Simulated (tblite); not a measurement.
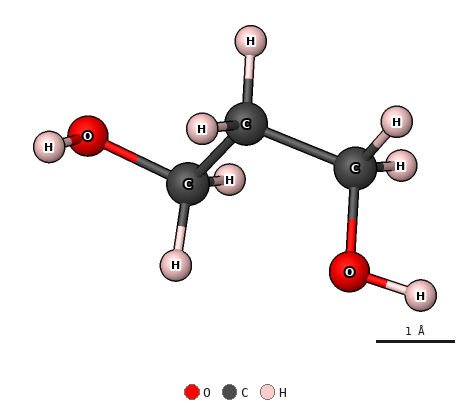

Figure 1. The structure as given in the input (ball-and-stick view, seen at a tilt). Bond lengths as drawn: C–C 1.52 to 1.53 Å, C–H 1.09 to 1.10 Å, C–O 1.40 to 1.44 Å and H–O 0.97 to 0.98 Å.

Geometry relaxation, with input and output: C$_{3}$H$_{8}$O$_{2}$

- system: C$_{3}$H$_{8}$O$_{2}$, SMILES OCCCO
- method: GFN2-xTB geometry optimisation, gas phase (tblite 0.8.0)

Input
```
{"job": {"xc": "GFN2-xTB", "basis": "xTB", "kind": "relax"}, "charge": 0, "multiplicity": 1}
O      2.387400    -0.486400    -0.399000
C      0.977600    -0.409100    -0.677200
C      0.247600    -0.019800     0.603700
C     -1.267800     0.020100     0.387000
O     -1.602500     0.999300    -0.560800
H      2.668300     0.419200    -0.191900
H      0.823000     0.307400    -1.481700
H      0.665800    -1.395600    -1.009800
H      0.497000    -0.715800     1.409400
H      0.587600     0.970900     0.924300
H     -1.771900     0.261900     1.333600
H     -1.639800    -0.961000     0.050200
H     -2.576600     1.009400    -0.635800
```

The first line tells a small driver script what to run in tblite; the rest is the geometry in Å.

Machine: 1 CPU thread, shared host.

Run as:
```bash
OMP_NUM_THREADS=1 python <driver script> task.json out
```

Output
```
step      E/eV     max force
  0    -506.45165    1.172
  1    -506.48023    0.245
  2    -506.48671    0.221
  3    -506.49604    0.361
  4    -506.50327    0.301
  5    -506.50649    0.119
  6    -506.50860    0.108
  7    -506.51002    0.105
  8    -506.51079    0.072
  9    -506.51129    0.060
 10    -506.51179    0.074
 11    -506.51231    0.079
 12    -506.51271    0.056
 13    -506.51298    0.042
 14    -506.51322    0.043
 15    -506.51349    0.059
 16    -506.51376    0.051
 17    -506.51397    0.046
 18    -506.51416    0.045
 19    -506.51436    0.056
 20    -506.51456    0.046
 21    -506.51471    0.031
 22    -506.51471    0.031
 23    -506.51476    0.022
 24    -506.51484    0.016
 25    -506.51487    0.015
 26    -506.51491    0.016
 27    -506.51494    0.015
 28    -506.51496    0.014
 29    -506.51499    0.016
 30    -506.51501    0.018
 31    -506.51504    0.017
 32    -506.51508    0.017
 33    -506.51511    0.019
 34    -506.51515    0.021
 35    -506.51520    0.018
 36    -506.51524    0.016
 37    -506.51526    0.014
 38    -506.51529    0.014
 39    -506.51531    0.012
 40    -506.51533    0.010
 41    -506.51534    0.008
 42    -506.51535    0.008
 43    -506.51536    0.010
 44    -506.51538    0.012
 45    -506.51539    0.010
 46    -506.51540    0.007
 47    -506.51541    0.009
 48    -506.51542    0.010
 49    -506.51543    0.008
 50    -506.51544    0.008
 51    -506.51546    0.012
 52    -506.51548    0.014
 53    -506.51550    0.015
 54    -506.51552    0.010
 55    -506.51554    0.009
 56    -506.51554    0.009
 57    -506.51556    0.009
 58    -506.51557    0.010
 59    -506.51557    0.007
 60    -506.51558    0.007
 61    -506.51559    0.008
 62    -506.51560    0.013
 63    -506.51563    0.017
 64    -506.51565    0.016
 65    -506.51567    0.011
 66    -506.51568    0.005
 67    -506.51568    0.005
 68    -506.51569    0.005
 69    -506.51569    0.003
```

Trajectory as extended XYZ (Å, eV, eV/Å), 12 frames, from step=0 to step=69
```
13
Properties=species:S:1:pos:R:3:forces:R:3 step=0 energy=-506.45165
O     2.3874   -0.4864   -0.3990   -0.5380   0.2720  -0.2750
C     0.9776   -0.4091   -0.6772    1.0540  -0.0670   0.5070
C     0.2476   -0.0198    0.6037   -0.4100   0.2770  -0.0900
C    -1.2678    0.0201    0.3870   -0.0450  -0.2060   0.3610
O    -1.6025    0.9993   -0.5608   -0.5830   0.2010  -0.2770
H     2.6683    0.4192   -0.1919    0.0280  -0.3720  -0.0230
H     0.8230    0.3074   -1.4817   -0.2690   0.1390  -0.0420
H     0.6658   -1.3956   -1.0098    0.0740  -0.1440  -0.0200
H     0.4970   -0.7158    1.4094   -0.1020  -0.0710  -0.1870
H     0.5876    0.9709    0.9243   -0.0990   0.0020  -0.0890
H    -1.7719    0.2619    1.3336    0.0870  -0.0900   0.1560
H    -1.6398   -0.9610    0.0502    0.1710  -0.0360   0.0450
H    -2.5766    1.0094   -0.6358    0.6310   0.0950  -0.0660
13
Properties=species:S:1:pos:R:3:forces:R:3 step=6 energy=-506.50860
O     2.3855   -0.4866   -0.4314   -0.0760   0.0610  -0.0430
C     0.9967   -0.4038   -0.6643    0.0470   0.0020  -0.0230
C     0.2324   -0.0047    0.5978    0.0240  -0.0160   0.0450
C    -1.2783    0.0192    0.3979    0.0470  -0.0400  -0.0010
O    -1.6043    1.0003   -0.5625    0.0010   0.0230   0.0340
H     2.6923    0.3924   -0.1839    0.0730  -0.0220   0.0270
H     0.7805    0.3111   -1.4646   -0.0400   0.0430  -0.0660
H     0.6972   -1.3986   -0.9959   -0.0380  -0.0620   0.0100
H     0.4698   -0.7211    1.3832    0.0090  -0.0050   0.1080
H     0.5632    0.9870    0.9139   -0.0200   0.0170   0.0120
H    -1.7628    0.2462    1.3614    0.0110  -0.0220  -0.0760
H    -1.6157   -0.9716    0.0603   -0.0270   0.0010   0.0130
H    -2.5608    1.0305   -0.6599   -0.0100   0.0200  -0.0390
13
Properties=species:S:1:pos:R:3:forces:R:3 step=12 energy=-506.51271
O     2.3849   -0.4794   -0.4536    0.0270  -0.0160  -0.0110
C     0.9954   -0.4002   -0.6655   -0.0550  -0.0100   0.0010
C     0.2341   -0.0073    0.6039    0.0340   0.0110  -0.0040
C    -1.2763    0.0140    0.3954    0.0260   0.0000   0.0180
O    -1.5986    1.0062   -0.5566    0.0030  -0.0280   0.0080
H     2.7088    0.3845   -0.1754   -0.0300   0.0060  -0.0010
H     0.7611    0.3115   -1.4686   -0.0110  -0.0060   0.0340
H     0.6948   -1.4001   -0.9887   -0.0030   0.0030   0.0030
H     0.4711   -0.7142    1.4015    0.0050   0.0080  -0.0160
H     0.5551    0.9888    0.9164   -0.0020   0.0220   0.0070
H    -1.7627    0.2380    1.3558   -0.0250  -0.0080   0.0050
H    -1.6180   -0.9757    0.0586    0.0020   0.0260  -0.0370
H    -2.5542    1.0344   -0.6711    0.0300  -0.0060  -0.0070
13
Properties=species:S:1:pos:R:3:forces:R:3 step=18 energy=-506.51416
O     2.3831   -0.4784   -0.4695    0.0010  -0.0070   0.0160
C     0.9907   -0.4017   -0.6633   -0.0370   0.0080   0.0040
C     0.2387   -0.0047    0.6106   -0.0100  -0.0110  -0.0040
C    -1.2716    0.0118    0.3979   -0.0070   0.0120  -0.0170
O    -1.5871    1.0068   -0.5532    0.0010   0.0330   0.0050
H     2.7019    0.3812   -0.1732   -0.0110   0.0080  -0.0080
H     0.7456    0.3111   -1.4613   -0.0050  -0.0060  -0.0010
H     0.6877   -1.4021   -0.9837   -0.0030   0.0180   0.0150
H     0.4793   -0.7082    1.4092    0.0050   0.0020   0.0020
H     0.5532    0.9960    0.9191    0.0060  -0.0230  -0.0130
H    -1.7705    0.2287    1.3540    0.0090  -0.0090   0.0010
H    -1.6144   -0.9710    0.0442    0.0370  -0.0240   0.0110
H    -2.5410    1.0309   -0.6789    0.0140   0.0000  -0.0110
13
Properties=species:S:1:pos:R:3:forces:R:3 step=25 energy=-506.51487
O     2.3790   -0.4783   -0.4713   -0.0040   0.0030   0.0040
C     0.9858   -0.4018   -0.6618    0.0090  -0.0010   0.0000
C     0.2394   -0.0044    0.6132   -0.0080   0.0030   0.0070
C    -1.2695    0.0116    0.3978   -0.0100   0.0040  -0.0030
O    -1.5816    1.0123   -0.5484    0.0050   0.0140   0.0010
H     2.6959    0.3821   -0.1750    0.0000   0.0050  -0.0080
H     0.7378    0.3104   -1.4591    0.0000  -0.0020  -0.0090
H     0.6818   -1.4019   -0.9795   -0.0060  -0.0060   0.0000
H     0.4825   -0.7060    1.4123   -0.0020  -0.0070   0.0050
H     0.5548    0.9961    0.9182    0.0080   0.0040   0.0020
H    -1.7724    0.2224    1.3527    0.0020  -0.0090   0.0090
H    -1.6044   -0.9722    0.0393    0.0060  -0.0060  -0.0010
H    -2.5336    1.0302   -0.6864    0.0000  -0.0010  -0.0080
13
Properties=species:S:1:pos:R:3:forces:R:3 step=31 energy=-506.51504
O     2.3780   -0.4777   -0.4689    0.0010   0.0000  -0.0020
C     0.9849   -0.4023   -0.6611    0.0140  -0.0020   0.0010
C     0.2388   -0.0038    0.6142    0.0000  -0.0010  -0.0030
C    -1.2701    0.0130    0.3982    0.0030  -0.0050   0.0060
O    -1.5816    1.0172   -0.5444    0.0000  -0.0020   0.0110
H     2.6953    0.3853   -0.1802   -0.0050  -0.0010  -0.0070
H     0.7385    0.3076   -1.4614   -0.0070  -0.0010   0.0090
H     0.6806   -1.4030   -0.9776    0.0030  -0.0020   0.0060
H     0.4801   -0.7073    1.4129    0.0010   0.0060  -0.0060
H     0.5576    0.9957    0.9196   -0.0050  -0.0030   0.0030
H    -1.7726    0.2175    1.3550   -0.0050   0.0060  -0.0050
H    -1.6016   -0.9715    0.0377   -0.0040   0.0110  -0.0120
H    -2.5324    1.0298   -0.6920    0.0040  -0.0050   0.0000
13
Properties=species:S:1:pos:R:3:forces:R:3 step=37 energy=-506.51526
O     2.3783   -0.4773   -0.4678   -0.0050   0.0090  -0.0050
C     0.9853   -0.4047   -0.6589   -0.0100   0.0000   0.0050
C     0.2388   -0.0038    0.6157    0.0010  -0.0050   0.0050
C    -1.2700    0.0148    0.3994    0.0040  -0.0010  -0.0040
O    -1.5807    1.0271   -0.5347   -0.0010   0.0020   0.0000
H     2.6931    0.3905   -0.1922    0.0140   0.0020   0.0020
H     0.7362    0.3035   -1.4599   -0.0030  -0.0080   0.0000
H     0.6820   -1.4070   -0.9709    0.0000   0.0010  -0.0020
H     0.4791   -0.7083    1.4132    0.0020   0.0000   0.0110
H     0.5584    0.9949    0.9227   -0.0040  -0.0030  -0.0030
H    -1.7751    0.2119    1.3566    0.0050  -0.0030  -0.0070
H    -1.6010   -0.9657    0.0281   -0.0040   0.0020   0.0000
H    -2.5287    1.0246   -0.6994   -0.0010   0.0050  -0.0010
13
Properties=species:S:1:pos:R:3:forces:R:3 step=43 energy=-506.51536
O     2.3784   -0.4749   -0.4692    0.0070  -0.0020  -0.0030
C     0.9848   -0.4058   -0.6571   -0.0030  -0.0020  -0.0020
C     0.2387   -0.0053    0.6175    0.0000   0.0020   0.0000
C    -1.2697    0.0150    0.3991   -0.0050   0.0010  -0.0030
O    -1.5799    1.0319   -0.5305    0.0060   0.0030  -0.0050
H     2.6953    0.3935   -0.1974   -0.0030   0.0030   0.0000
H     0.7325    0.2997   -1.4592   -0.0040   0.0020   0.0000
H     0.6833   -1.4091   -0.9679    0.0040  -0.0040   0.0020
H     0.4787   -0.7082    1.4166   -0.0030  -0.0010   0.0000
H     0.5576    0.9937    0.9234    0.0020   0.0050   0.0010
H    -1.7754    0.2084    1.3563   -0.0030  -0.0020   0.0070
H    -1.6020   -0.9628    0.0230    0.0000  -0.0100  -0.0010
H    -2.5266    1.0244   -0.7028    0.0030   0.0050   0.0030
13
Properties=species:S:1:pos:R:3:forces:R:3 step=50 energy=-506.51544
O     2.3787   -0.4719   -0.4725    0.0040  -0.0010   0.0070
C     0.9842   -0.4077   -0.6556    0.0060   0.0000  -0.0030
C     0.2384   -0.0059    0.6190    0.0010  -0.0050  -0.0010
C    -1.2700    0.0142    0.3985    0.0010   0.0030   0.0000
O    -1.5766    1.0344   -0.5285    0.0000  -0.0010  -0.0040
H     2.6942    0.3974   -0.2015   -0.0060   0.0040  -0.0010
H     0.7274    0.2958   -1.4580   -0.0040  -0.0020  -0.0060
H     0.6868   -1.4132   -0.9637   -0.0040   0.0030   0.0030
H     0.4766   -0.7081    1.4190    0.0050  -0.0020   0.0030
H     0.5570    0.9939    0.9238   -0.0020  -0.0070  -0.0010
H    -1.7771    0.2046    1.3558   -0.0020   0.0000  -0.0020
H    -1.6015   -0.9631    0.0191    0.0030   0.0060   0.0000
H    -2.5227    1.0300   -0.7034   -0.0010   0.0020   0.0050
13
Properties=species:S:1:pos:R:3:forces:R:3 step=56 energy=-506.51554
O     2.3790   -0.4663   -0.4734   -0.0050   0.0040   0.0020
C     0.9838   -0.4112   -0.6539    0.0010  -0.0010   0.0020
C     0.2385   -0.0086    0.6209   -0.0020   0.0030  -0.0010
C    -1.2692    0.0135    0.3969    0.0010  -0.0020   0.0010
O    -1.5710    1.0376   -0.5276   -0.0030  -0.0050   0.0010
H     2.6881    0.4069   -0.2076    0.0010   0.0000   0.0000
H     0.7203    0.2875   -1.4586    0.0020  -0.0040   0.0000
H     0.6896   -1.4192   -0.9563    0.0050  -0.0030  -0.0020
H     0.4770   -0.7098    1.4221   -0.0030   0.0020  -0.0050
H     0.5565    0.9915    0.9242    0.0060   0.0000   0.0040
H    -1.7805    0.2007    1.3526    0.0050   0.0000  -0.0020
H    -1.5991   -0.9623    0.0126   -0.0070   0.0050  -0.0020
H    -2.5176    1.0401   -0.7000   -0.0010   0.0010   0.0020
13
Properties=species:S:1:pos:R:3:forces:R:3 step=62 energy=-506.51560
O     2.3792   -0.4616   -0.4727    0.0090  -0.0020  -0.0010
C     0.9840   -0.4140   -0.6524   -0.0040  -0.0020  -0.0010
C     0.2382   -0.0100    0.6214    0.0030  -0.0030  -0.0010
C    -1.2689    0.0135    0.3958   -0.0030   0.0060  -0.0030
O    -1.5689    1.0404   -0.5259    0.0010   0.0110  -0.0060
H     2.6845    0.4146   -0.2131    0.0030   0.0050   0.0020
H     0.7163    0.2800   -1.4596    0.0020   0.0000  -0.0010
H     0.6946   -1.4247   -0.9508    0.0040  -0.0010   0.0000
H     0.4750   -0.7113    1.4227   -0.0020  -0.0060   0.0020
H     0.5584    0.9892    0.9260   -0.0030  -0.0010  -0.0040
H    -1.7810    0.1978    1.3511   -0.0030   0.0030   0.0100
H    -1.6003   -0.9597    0.0070    0.0000  -0.0090   0.0020
H    -2.5155    1.0463   -0.6975   -0.0050  -0.0010   0.0020
13
Properties=species:S:1:pos:R:3:forces:R:3 step=69 energy=-506.51569
O     2.3819   -0.4552   -0.4718   -0.0010   0.0000   0.0020
C     0.9860   -0.4179   -0.6518    0.0010   0.0000  -0.0010
C     0.2375   -0.0132    0.6202    0.0000   0.0000   0.0000
C    -1.2698    0.0146    0.3938    0.0000  -0.0010   0.0010
O    -1.5690    1.0433   -0.5264    0.0000  -0.0010   0.0030
H     2.6816    0.4242   -0.2158   -0.0010  -0.0010   0.0000
H     0.7144    0.2711   -1.4620    0.0000   0.0000  -0.0020
H     0.7038   -1.4318   -0.9459    0.0020   0.0000  -0.0010
H     0.4706   -0.7155    1.4218    0.0010   0.0000   0.0000
H     0.5593    0.9852    0.9258   -0.0010   0.0010  -0.0010
H    -1.7804    0.1988    1.3503    0.0000   0.0010  -0.0020
H    -1.6031   -0.9581    0.0045   -0.0020   0.0010   0.0010
H    -2.5170    1.0549   -0.6907    0.0010   0.0010  -0.0010
```

Summary

```csv
quantity,value
outcome,converged
total energy,−506.5157 eV
peak memory,0.18 GiB
```
